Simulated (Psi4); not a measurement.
# CF3 (trifluoromethyl radical): levels of theory compared

Aim: a comparison of 5 runs (UM06-L/def2-SVPD, UPBE/def2-SVPD, UPBE0/def2-SVPD, USVWN5/def2-SVPD, UTPSS/def2-SVPD) of CF3 (trifluoromethyl radical). 

The calculation is run with Psi4 1.11.

## Step 1: Starting point

CF3 has 4 atoms, charge 0, and is taken as a doublet. As SMILES, `F[C](F)F`. One bond was lengthened or shortened from a relaxed shape.

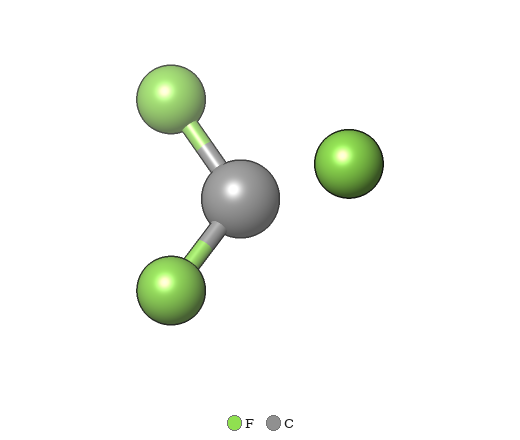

Viewed from a chosen angle; fluorine green, carbon grey.

## Step 2: A single-point energy at UM06-L/def2-SVPD (run 1)

Input file cf3.xyz:

```xyz
4
CF3
F     -1.405656     0.037557     0.348194
C     -0.039500    -0.059500    -0.286700
F      0.658900    -1.044900     0.227300
F      0.608100     1.079500    -0.205900
```

Input file calc.py:

```python
import psi4

psi4.set_memory('1600 MB')
psi4.set_num_threads(1)
psi4.set_output_file('run.log', False)

with open('cf3.xyz') as f:
    atoms = ''.join(f.readlines()[2:])
molecule = psi4.geometry('0 2\n' + atoms + 'symmetry c1\nno_reorient\nno_com')

options = {'reference': 'uks', 'puream': True, 'e_convergence': 1e-09, 'd_convergence': 1e-08, 'scf_type': 'pk', 'dft_radial_points': 99, 'dft_spherical_points': 590, 'maxiter': 100}
psi4.set_options(options)

energy_value = psi4.energy('m06-l/def2-SVPD')
print(f'total energy {energy_value:.8f} hartree = {energy_value * 27.211386:.5f} eV')
```

Run with:

```bash
$ python calc.py
```

run.log:

```text
[...]
  Running in c1 symmetry.
[...]
  Nuclear repulsion =  118.958736363822112
[...]
  Multiplicity = 2
[...]
  Nalpha       = 17
  Nbeta        = 16
[...]
    Number of basis functions: 89
[...]
   @UKS iter   1:  -337.19628491793674   -2.60048e-01   5.09054e-03 ADIIS/DIIS
[...]
   @UKS iter  13:  -337.26010403735165   -3.29692e-12   7.43304e-09 DIIS
[...]
   @S^2 Observed:                7.524700861E-01
[...]
    Orbital Energies [Eh]
    ---------------------
    Alpha Occupied:
       1A    -24.604463     2A    -24.604397     3A    -24.546703
       4A    -10.343375     5A     -1.312727     6A     -1.251594
       7A     -1.165027     8A     -0.691367     9A     -0.598131
      10A     -0.566077    11A     -0.545911    12A     -0.463046
      13A     -0.457283    14A     -0.440771    15A     -0.400481
      16A     -0.388625    17A     -0.263955
    Alpha Virtual:
      18A      0.001454    19A      0.032683    20A      0.065907
      21A      0.086993    22A      0.104565    23A      0.133949
      24A      0.138512    25A      0.153897    26A      0.154746
[...]
  @UKS Final Energy:  -337.26010403735165
   => Energetics <=
    Nuclear Repulsion Energy =            118.9587363638221120
    One-Electron Energy =                -704.0271417551391551
    Two-Electron Energy =                 284.4021507466519552
    DFT Exchange-Correlation Energy =     -36.5938493926866073
    Empirical Dispersion Energy =           0.0000000000000000
    VV10 Nonlocal Energy =                  0.0000000000000000
    Total Energy =                       -337.2601040373516526
[...]
 Multipole Moments:
 ------------------------------------------------------------------------------------
     Multipole            Electronic (a.u.)      Nuclear  (a.u.)        Total (a.u.)
 ------------------------------------------------------------------------------------
 L = 1.  Multiply by 2.5417464519 to convert [e a0] to [Debye]
 Dipole X            :          3.1635762           -2.8060619            0.3575143
 Dipole Y            :         -0.5894650            0.5525805           -0.0368845
 Dipole Z            :         -3.2563603            3.0351761           -0.2211842
 Magnitude           :                                                    0.4220183
[...]
```

On the terminal:

```text
total energy -337.26010404 hartree = -9177.31487 eV
```

Run time: 29 s. Hardware: 1 thread of Intel Xeon 6975P-C (Granite Rapids), shared host; peak memory 0.79 GiB.

## Step 3: Energy and forces at UPBE/def2-SVPD (run 2)

Input file calc.py:

```python
import psi4

psi4.set_memory('1600 MB')
psi4.set_num_threads(1)
psi4.core.set_output_file('run.log', False)

geom = psi4.geometry("""
0 2
F     -1.405656     0.037557     0.348194
C     -0.039500    -0.059500    -0.286700
F      0.658900    -1.044900     0.227300
F      0.608100     1.079500    -0.205900
symmetry c1
no_reorient
no_com
""")

psi4.set_options({
    'basis': 'def2-SVPD',
    'reference': 'uks',
    'puream': True,
    'e_convergence': 1e-09,
    'd_convergence': 1e-08,
    'scf_type': 'pk',
    'dft_radial_points': 99,
    'dft_spherical_points': 590,
    'maxiter': 100,
})

e = psi4.gradient("pbe")
print('gradient / Eh bohr^-1')
print(e.np.round(6))
```

Run with:

```bash
$ python calc.py
```

run.log:

```text
[...]
  Running in c1 symmetry.
[...]
  Nuclear repulsion =  118.958736363822112
[...]
  Multiplicity = 2
[...]
  Nalpha       = 17
  Nbeta        = 16
[...]
    Number of basis functions: 89
[...]
   @UKS iter   1:  -336.94546964174197   -1.87484e-01   4.64809e-03 DIIS/ADIIS
[...]
   @UKS iter  12:  -336.99977056591320   -1.04592e-11   6.50237e-09 DIIS
[...]
   @S^2 Observed:                7.514296673E-01
[...]
  @UKS Final Energy:  -336.99977056591320
   => Energetics <=
    Nuclear Repulsion Energy =            118.9587363638221120
    One-Electron Energy =                -703.7468826835772688
    Two-Electron Energy =                 284.0587039229599782
    DFT Exchange-Correlation Energy =     -36.2703281691180592
    Empirical Dispersion Energy =           0.0000000000000000
    VV10 Nonlocal Energy =                  0.0000000000000000
    Total Energy =                       -336.9997705659131952
[...]
 Multipole Moments:
 ------------------------------------------------------------------------------------
     Multipole            Electronic (a.u.)      Nuclear  (a.u.)        Total (a.u.)
 ------------------------------------------------------------------------------------
 L = 1.  Multiply by 2.5417464519 to convert [e a0] to [Debye]
 Dipole X            :          3.1677742           -2.8060619            0.3617123
 Dipole Y            :         -0.5794331            0.5525805           -0.0268526
 Dipole Z            :         -3.2077347            3.0351761           -0.1725586
 Magnitude           :                                                    0.4016632
[...]
  -Total Gradient:
     Atom            X                  Y                   Z
    ------   -----------------  -----------------  -----------------
       1       -0.062706408708     0.003566112149     0.024687845882
       2        0.052234460409    -0.002973000599    -0.020279204253
       3        0.005186520322     0.001656803099    -0.002602953381
       4        0.005289098116    -0.002244235157    -0.001778983209
[...]
```

On the terminal:

```text
gradient / Eh bohr^-1
[[-0.062706  0.003566  0.024688]
 [ 0.052234 -0.002973 -0.020279]
 [ 0.005187  0.001657 -0.002603]
 [ 0.005289 -0.002244 -0.001779]]
```

It took 15 s on 1 thread of Intel Xeon 6975P-C (Granite Rapids), shared host; peak memory 0.88 GiB.

Runs 3 to 4 aren't shown in full; the table further down has their settings and results.

## Step 4: Energy and gradient at UTPSS/def2-SVPD (run 5)

cf3.xyz is that of step 2.

Input file run_ase.py:

```python
import numpy as np
from ase.calculators.psi4 import Psi4
from ase.io import read

atoms = read('cf3.xyz')
calc = Psi4(atoms=atoms, method='tpss', basis='def2-SVPD', memory='1600MB', num_threads=1, charge=0, multiplicity=2, label='cf3', reference='uks')
calc.psi4.set_options({'puream': True, 'e_convergence': 1e-09, 'd_convergence': 1e-08, 'scf_type': 'pk', 'dft_radial_points': 99, 'dft_spherical_points': 590, 'maxiter': 100})
atoms.calc = calc

forces = atoms.get_forces()
print(f'energy: {atoms.get_potential_energy():.6f} eV')
print('forces / eV A^-1')
print(np.round(forces, 5))
```

Run with:

```bash
$ python run_ase.py
```

cf3.dat:

```text
[...]
  Running in c1 symmetry.
[...]
  Nuclear repulsion =  118.958736363822112
[...]
  Multiplicity = 2
[...]
  Nalpha       = 17
  Nbeta        = 16
[...]
    Number of basis functions: 89
[...]
   @UKS iter   1:  -337.28351173515881   -2.05827e-01   4.90621e-03 ADIIS/DIIS
[...]
   @UKS iter  12:  -337.34361633027828   -1.37561e-11   9.15381e-09 DIIS
[...]
   @S^2 Observed:                7.518772552E-01
[...]
  @UKS Final Energy:  -337.34361633027828
   => Energetics <=
    Nuclear Repulsion Energy =            118.9587363638221120
    One-Electron Energy =                -703.9217114874659273
    Two-Electron Energy =                 284.2687799449972204
    DFT Exchange-Correlation Energy =     -36.6494211516316923
    Empirical Dispersion Energy =           0.0000000000000000
    VV10 Nonlocal Energy =                  0.0000000000000000
    Total Energy =                       -337.3436163302782802
[...]
 Multipole Moments:
 ------------------------------------------------------------------------------------
     Multipole            Electronic (a.u.)      Nuclear  (a.u.)        Total (a.u.)
 ------------------------------------------------------------------------------------
 L = 1.  Multiply by 2.5417464519 to convert [e a0] to [Debye]
 Dipole X            :          0.3550829            0.0033071            0.3583899
 Dipole Y            :          0.0104062           -0.0411260           -0.0307198
 Dipole Z            :          0.0106506           -0.2017596           -0.1911090
 Magnitude           :                                                    0.4073201
[...]
  -Total Gradient:
     Atom            X                  Y                   Z
    ------   -----------------  -----------------  -----------------
       1       -0.063249034958     0.003538456942     0.024616172136
       2        0.053548737962    -0.002723601232    -0.019208463511
       3        0.004792454892     0.001842072251    -0.003151390428
       4        0.004909581227    -0.002646762291    -0.002207431641
[...]
```

On the terminal:

```text
energy: -9179.587367 eV
forces / eV A^-1
[[ 3.2524  -0.18195 -1.26581]
 [-2.75359  0.14005  0.98774]
 [-0.24644 -0.09472  0.16205]
 [-0.25246  0.1361   0.11351]]
```

Run time: 35 s. Hardware: 1 thread of Intel Xeon 6975P-C (Granite Rapids), shared host; peak memory 0.81 GiB.

## Step 5: Overview of the runs

| run | level | task | energy (Eh) | dipole moment (D) | HOMO energy (eV) | LUMO energy (eV) | wall time |
| --- | --- | --- | --- | --- | --- | --- | --- |
| 1 | UM06-L/def2-SVPD | energy | -337.260104 | 1.07 | -7.18 | -3.98 | 29 s |
| 2 | UPBE/def2-SVPD | gradient | -336.999771 | 1.02 | -6.84 | -4.44 | 15 s |
| 3 | UPBE0/def2-SVPD | gradient | -336.985874 | 1.07 | -8.77 | -3.18 | 18 s |
| 4 | USVWN5/def2-SVPD | gradient | -335.088845 | 1.00 | -6.84 | -5.00 | 12 s |
| 5 | UTPSS/def2-SVPD | gradient | -337.343616 | 1.04 | -7.11 | -4.25 | 35 s |

## Step 6: Outcome

| quantity | value |
| --- | --- |
| run 5: total energy | -337.34362 Eh |
| run 5: dipole moment | 1.04 D |
| run 5: HOMO energy (highest over α and β) | -7.11 eV |
| run 5: LUMO energy (lowest over α and β) | -4.25 eV |
| run 5: ⟨S²⟩ | 0.752 |
| run 5: largest force on an atom | 3.495 eV/Å |

What this shows: The dipole moment (its size) runs from 1.00 D (USVWN5/def2-SVPD) to 1.07 D (UPBE0/def2-SVPD). Totals of different functionals can't be ranked against each other. All runs together took 1.8 min, the longest 35 s.
